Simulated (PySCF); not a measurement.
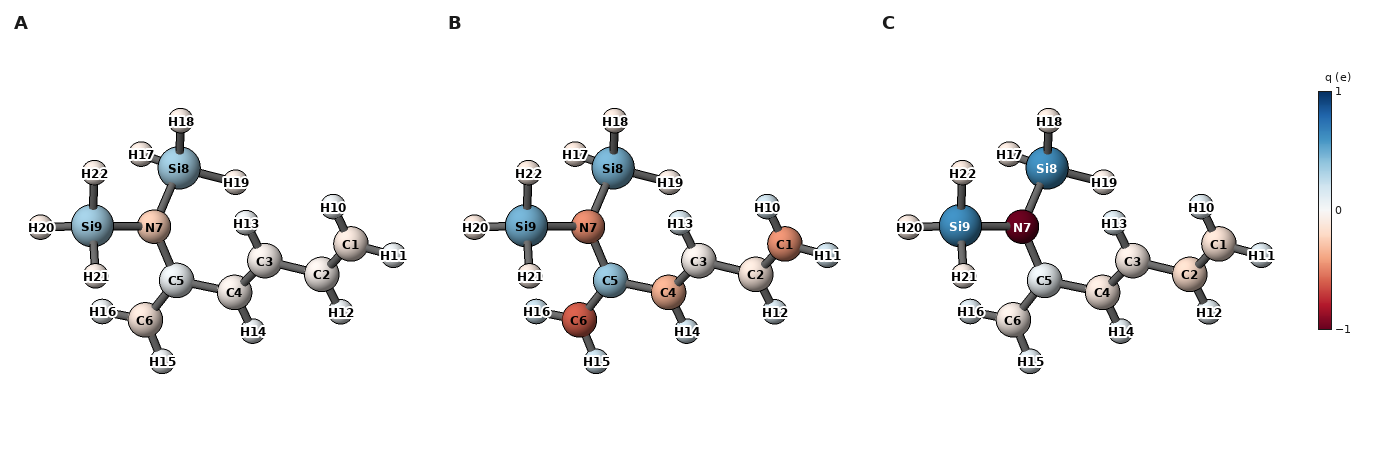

Atomic charges of one calculation by 3 schemes, on one colour scale. The geometry was computed by an optimisation with GFN2-xTB. No frequency run is at hand to confirm it as a minimum. Method: PBE0/pcSseg-1 (PySCF 2.14.0).

> The schemes are ESP-fitted, Hirshfeld, Mulliken. Which panel shows which?

A Hirshfeld, B ESP-fitted, C Mulliken.

List the charges (e), one line for each set of equivalent atoms.

```json
{"atom": "C1", "Hirshfeld": "−0.09", "ESP-fitted": "−0.45", "Mulliken": "−0.13"}
{"atom": "C2", "Hirshfeld": "−0.04", "ESP-fitted": "−0.10", "Mulliken": "−0.18"}
{"atom": "C3", "Hirshfeld": "−0.04", "ESP-fitted": "−0.04", "Mulliken": "−0.08"}
{"atom": "C4", "Hirshfeld": "−0.05", "ESP-fitted": "−0.35", "Mulliken": "−0.10"}
{"atom": "C5", "Hirshfeld": "0.05", "ESP-fitted": "0.38", "Mulliken": "0.06"}
{"atom": "C6", "Hirshfeld": "−0.11", "ESP-fitted": "−0.59", "Mulliken": "−0.07"}
{"atom": "N7", "Hirshfeld": "−0.25", "ESP-fitted": "−0.47", "Mulliken": "−0.98"}
{"atom": "Si8", "Hirshfeld": "0.34", "ESP-fitted": "0.46", "Mulliken": "0.60"}
{"atom": "Si9", "Hirshfeld": "0.35", "ESP-fitted": "0.47", "Mulliken": "0.61"}
{"atom": "H10", "Hirshfeld": "0.05", "ESP-fitted": "0.19", "Mulliken": "0.11"}
{"atom": "H11", "Hirshfeld": "0.05", "ESP-fitted": "0.19", "Mulliken": "0.12"}
{"atom": "H12", "Hirshfeld": "0.05", "ESP-fitted": "0.15", "Mulliken": "0.10"}
{"atom": "H13", "Hirshfeld": "0.04", "ESP-fitted": "0.15", "Mulliken": "0.13"}
{"atom": "H14", "Hirshfeld": "0.05", "ESP-fitted": "0.18", "Mulliken": "0.09"}
{"atom": "H15", "Hirshfeld": "0.05", "ESP-fitted": "0.21", "Mulliken": "0.11"}
{"atom": "H16", "Hirshfeld": "0.04", "ESP-fitted": "0.22", "Mulliken": "0.12"}
{"atom": "H17", "Hirshfeld": "−0.08", "ESP-fitted": "−0.10", "Mulliken": "−0.09"}
{"atom": "H18", "Hirshfeld": "−0.08", "ESP-fitted": "−0.10", "Mulliken": "−0.09"}
{"atom": "H19", "Hirshfeld": "−0.07", "ESP-fitted": "−0.08", "Mulliken": "−0.07"}
{"atom": "H20", "Hirshfeld": "−0.08", "ESP-fitted": "−0.11", "Mulliken": "−0.09"}
{"atom": "H21", "Hirshfeld": "−0.08", "ESP-fitted": "−0.09", "Mulliken": "−0.08"}
{"atom": "H22", "Hirshfeld": "−0.08", "ESP-fitted": "−0.10", "Mulliken": "−0.10"}
```

The geometry is semi-empirical. Around Si such bond lengths and angles can be off by a tenth of an ångström or more and by several degrees, and values that hang on the shape move with them.
